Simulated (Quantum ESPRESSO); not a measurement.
# antimonene, 1 layer: a series in biaxial strain, part 3 of 7

Wanted: a table for antimonene, 1 layer against biaxial strain, and what can be fitted to it.

Quantum ESPRESSO 7.5; plane-wave DFT, PBE, GBRV ultrasoft pseudopotentials.

So far. Step 2 (Relaxing cell and ions of the reference):  The last row is no step: it is a fresh SCF in the final cell with a new plane-wave basis, +0 meV from the row before. Step 3 (Relaxation with pw.x, -4 %): The relaxation lowers the energy by 9 meV an atom.

### 4. Self-consistent run, -4 %

The self-consistent run of this member.

m0.scf.in

```
&control
  prefix = 'm0.scf'
  outdir = './out'
  pseudo_dir = './pseudo'
  calculation = 'scf'
  tprnfor = .true.
/
&system
  ibrav = 0
  nat = 2
  ntyp = 1
  ecutwfc = 40
  ecutrho = 200
  occupations = 'smearing'
  smearing = 'fd'
  degauss = 0.002
  nbnd = 19
/
&electrons
  conv_thr = 1e-09
  mixing_beta = 0.4
  electron_maxstep = 120
  mixing_mode = 'plain'
/
ATOMIC_SPECIES
  Sb  121.7600  sb_pbe_v1.4.uspp.F.UPF
CELL_PARAMETERS angstrom
  3.95350294656000 0.00000000000000 0.00000000000000
  -1.97675147328000 3.42383398560000 0.00000000000000
  0.00000000000000 0.00000000000000 16.65000000000000
ATOMIC_POSITIONS crystal
  Sb  0.666666666700 0.333333333300 0.448994972600
  Sb  0.333333333300 0.666666666700 0.551005027400
K_POINTS automatic
  12 12 1 0 0 0
```

Launch:

```console
$ OMP_NUM_THREADS=1 mpirun -n 4 pw.x -nk 4 -in m0.scf.in > m0.scf.out
```

Output:

```text
[banner, memory and clock lines left out]
Program PWSCF v.7.5 starts
[citation notice left out]

[...]
Message from routine setup:
[...]
bravais-lattice index     =            0
     lattice parameter (alat)  =       7.4710  a.u.
     unit-cell volume          =    1520.9173 (a.u.)^3
     number of atoms/cell      =            2
     number of atomic types    =            1
     number of electrons       =        30.00
     number of Kohn-Sham states=           19
     kinetic-energy cutoff     =      40.0000  Ry
     charge density cutoff     =     200.0000  Ry
     scf convergence threshold =      1.0E-09
     mixing beta               =       0.4000
     number of iterations used =            8  plain     mixing
     Exchange-correlation=  SLA  PW   PBX  PBC
                           (   1   4   3   4   0   0   0)

[...]
PseudoPot. # 1 for Sb read from file:
     ./pseudo/sb_pbe_v1.4.uspp.F.UPF
     Pseudo is Ultrasoft + core correction, Zval = 15.0
     Generated by new atomic code, or converted to UPF format
     Using radial grid of  891 points,  6 beta functions with:
                l(1) =   0
                l(2) =   0
                l(3) =   1
                l(4) =   1
                l(5) =   2
                l(6) =   2
     Q(r) pseudized with  8 coefficients,  rinner =    1.350   1.350   1.350
                                                       1.350   1.350

     atomic species   valence    mass     pseudopotential
     Sb               15.00   121.76000     Sb( 1.00)

     12 Sym. Ops., with inversion, found

[...]
number of k points=    19  Fermi-Dirac smearing, width (Ry)=  0.0020
[...]
Dense  grid:    72729 G-vectors     FFT dimensions: (  36,  36, 144)

     Smooth grid:    51847 G-vectors     FFT dimensions: (  32,  32, 128)

     Initial potential from superposition of free atoms

     starting charge      28.0000, renormalised to      30.0000

     negative rho (up, down):  5.043E-04 0.000E+00
     Starting wfcs are   18 randomized atomic wfcs +    1 random wfcs

     per-process dynamical memory:    52.5 Mb

     Self-consistent Calculation

     iteration #  1     ecut=    40.00 Ry     beta= 0.40
     Davidson diagonalization with overlap
     ethr =  1.00E-02,  avg # of iterations =  7.8

     negative rho (up, down):  2.217E-05 0.000E+00

     total energy              =    -369.58220503 Ry
     estimated scf accuracy    <       2.23822543 Ry

     iteration #  2     ecut=    40.00 Ry     beta= 0.40
[...]
negative rho (up, down):  9.605E-06 0.000E+00

[...]
total energy              =    -369.86569512 Ry
     estimated scf accuracy    <       0.12532400 Ry

     iteration #  3     ecut=    40.00 Ry     beta= 0.40
[...]
negative rho (up, down):  7.158E-05 0.000E+00

[...]
total energy              =    -369.88589739 Ry
     estimated scf accuracy    <       0.00731783 Ry

     iteration #  4     ecut=    40.00 Ry     beta= 0.40
[...]
negative rho (up, down):  1.940E-04 0.000E+00

[...]
total energy              =    -369.88610921 Ry
     estimated scf accuracy    <       0.00130043 Ry

     iteration #  5     ecut=    40.00 Ry     beta= 0.40
[...]
negative rho (up, down):  1.885E-04 0.000E+00

[...]
total energy              =    -369.88617502 Ry
     estimated scf accuracy    <       0.00001767 Ry

     iteration #  6     ecut=    40.00 Ry     beta= 0.40
[...]
negative rho (up, down):  1.973E-04 0.000E+00

[...]
total energy              =    -369.88618335 Ry
     estimated scf accuracy    <       0.00000272 Ry

     iteration #  7     ecut=    40.00 Ry     beta= 0.40
[...]
negative rho (up, down):  2.051E-04 0.000E+00

[...]
total energy              =    -369.88618374 Ry
     estimated scf accuracy    <       0.00000027 Ry

     iteration #  8     ecut=    40.00 Ry     beta= 0.40
[...]
negative rho (up, down):  2.103E-04 0.000E+00

[...]
total energy              =    -369.88618387 Ry
     estimated scf accuracy    <       0.00000002 Ry

     iteration #  9     ecut=    40.00 Ry     beta= 0.40
[...]
negative rho (up, down):  2.140E-04 0.000E+00

[...]
total energy              =    -369.88618393 Ry
     estimated scf accuracy    <          8.8E-09 Ry

     iteration # 10     ecut=    40.00 Ry     beta= 0.40
[...]
negative rho (up, down):  2.199E-04 0.000E+00

[...]
End of self-consistent calculation

          k = 0.0000 0.0000 0.0000 (  6501 PWs)   bands (ev):

   -29.5087 -29.5087 -29.4248 -29.4248 -29.3916 -29.3077 -29.3077 -29.2713
   -29.2173 -29.2173 -12.5608  -7.4959  -1.9021  -0.4738  -0.4738   1.3185
     2.2603   3.3201   3.3343

          k = 0.0000 0.0962 0.0000 (  6527 PWs)   bands (ev):

   -29.5080 -29.5047 -29.4245 -29.4222 -29.3899 -29.3093 -29.3080 -29.2722
   -29.2221 -29.2175 -12.4778  -7.4679  -1.8529  -1.2951  -0.6781   1.6888
     2.2069   2.4343   3.4111

[...]
the Fermi energy is    -0.1000 ev

!    total energy              =    -369.88618394 Ry
     estimated scf accuracy    <          9.0E-10 Ry
     smearing contrib. (-TS)   =      -0.00000000 Ry
     internal energy E=F+TS    =    -369.88618394 Ry

     The total energy is F=E-TS. E is the sum of the following terms:
     one-electron contribution =    -942.08940439 Ry
     hartree contribution      =     476.44186037 Ry
     xc contribution           =     -88.07060640 Ry
     ewald contribution        =     183.83196648 Ry

     convergence has been achieved in  10 iterations

     negative rho (up, down):  2.199E-04 0.000E+00

     Forces acting on atoms (cartesian axes, Ry/au):

     atom    1 type  1   force =     0.00000000    0.00000000   -0.00021641
     atom    2 type  1   force =    -0.00000000   -0.00000000    0.00021641

     Total force =     0.000306     Total SCF correction =     0.000265
     SCF correction compared to forces is large: reduce conv_thr to get better values

[...]
```

Elapsed: 11 s, on 4 MPI ranks of Arm Neoverse V1, shared host; peak memory 0.36 GiB.

Read from the output:

- free energy: -5032.5579 eV
- Fermi energy: -0.1 eV
- valence top, on the run's zero: -0.4738 eV
- conduction bottom, on the run's zero: 0.2883 eV
- gap by band count: 0.7621 eV

### 5. Electrostatic potential, -4 %

plot_num = 11 writes the bare and Hartree potential, from which vacuum levels or, in a crystal, the mean potential are read.

m0.pot.in

```
&inputpp
  prefix = 'm0.scf'
  outdir = './out'
  filplot = 'm0.pot.dat'
  plot_num = 11
/
```

Launch:

```console
$ OMP_NUM_THREADS=1 mpirun -n 4 pp.x -in m0.pot.in > m0.pot.out
```

Output:

```text
[banner, memory and clock lines left out]
Program POST-PROC v.7.5 starts

          URL

     ./out/m0.scf.save/

     IMPORTANT: XC functional enforced from input :
     Exchange-correlation= PBE
                           (   1   4   3   4   0   0   0)
     Any further DFT definition will be discarded
     Please, verify this is what you really want

     negative rho (up, down):  2.199E-04 0.000E+00

     Calling punch_plot, plot_num =  11
     Writing data to file  m0.pot.dat
     Message from routine chdens:
     namelist plot not found or invalid, exiting
```

Elapsed: 0.87 s, on 4 MPI ranks; peak memory 0.09 GiB.

This step gave:

| Property | Result |
| --- | --- |
| slope of the potential above | 2.22e-4 eV/Å |
| upper vacuum line continued to the top atoms, over the valence top | 4.292 eV |
| slope of the potential below | -1.85e-4 eV/Å |
| lower vacuum line continued to the bottom atoms, over the valence top | 4.293 eV |
| vacuum level at the upper face over the valence top of the mesh | 4.293 eV |
| vacuum level at the lower face over the valence top of the mesh | 4.294 eV |

Electrostatic potential energy of an electron; zero at the highest filled level of the SCF mesh. Potential energy, planar mean against z:

```tsv
z (Å)	potential energy, planar mean (eV)
0	4.29
1	4.29
2	4.29
3	4.29
4	4.29
5	4.22
6	3.31
7	-6.74
8	-7.62
9	-10.8
10	-1.14
11	3.90
12	4.26
13	4.29
14	4.29
15	4.29
16	4.29
```

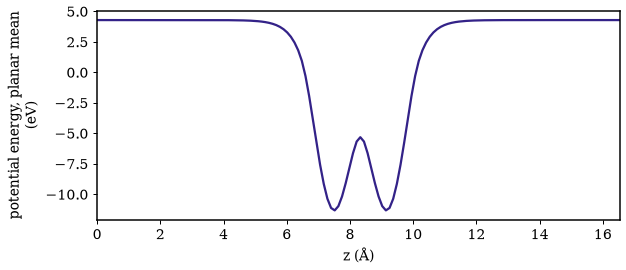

Potential energy, planar mean, plotted against z.

[end of part 3 of 7]

[Logs are printed without paths, hosts, clocks, repeated set-up lines and the standing remarks that a program may print on its own settings, such as how far it seeks lower states.]

[Hosts, paths, dates, database ids (printed as entryN), source tags and the programs' standing remarks are cut or masked in the printed files.]

[Maps of the electrostatic potential energy from Ansatz leave out the sawtooth potential of an applied field or a dipole correction, so their vacuum need not be flat; planar profiles and work functions include it.]
